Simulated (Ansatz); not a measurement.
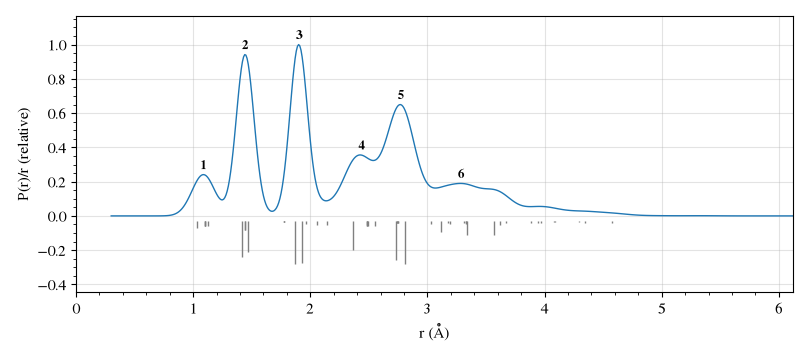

Simulated gas electron diffraction: radial distribution curve of C₂H₇FOSi. Each pair of atoms contributes with weight ZᵢZⱼ/r (bars below the curve); damping constant 0.001 Å²; vibrational amplitudes assumed, not computed: 0.05 Å for bonds, 0.078 Å for bonds to H, 0.06 + 0.015 r up to 0.15 Å for other pairs. The geometry is the end point of an optimisation (RKS B3LYP-D4/STO-3G in Ansatz); it may be a saddle point or a higher isomer.

### Which pairs of atoms lie under the numbered peaks? Mark bonded pairs by – and others by ···.

Peak 1, 1.09 Å: O–H 1.03 Å, C–H 1.10–1.13 Å (×4), not resolved
Peak 2, 1.44 Å: F–C 1.42 Å, Si–H 1.45 Å (×2), O–C 1.47 Å, not resolved
Peak 3, 1.90 Å: Si–C 1.87–1.93 Å (×2), not resolved
Peak 4, 2.43 Å: F···O 2.36 Å, Si···H 2.48–2.49 Å (×3), not resolved
Peak 5, 2.77 Å: Si···O 2.73 Å, C···H 2.74–2.75 Å (×4), Si···F 2.81 Å, not resolved
Peak 6, 3.28 Å: C···C 3.11 Å, F···H 3.19–3.33 Å (×2), C···H 3.31–3.33 Å (×2), O···C 3.34 Å, not resolved; in its flanks F···C 3.57 Å, Si···H 3.62 Å
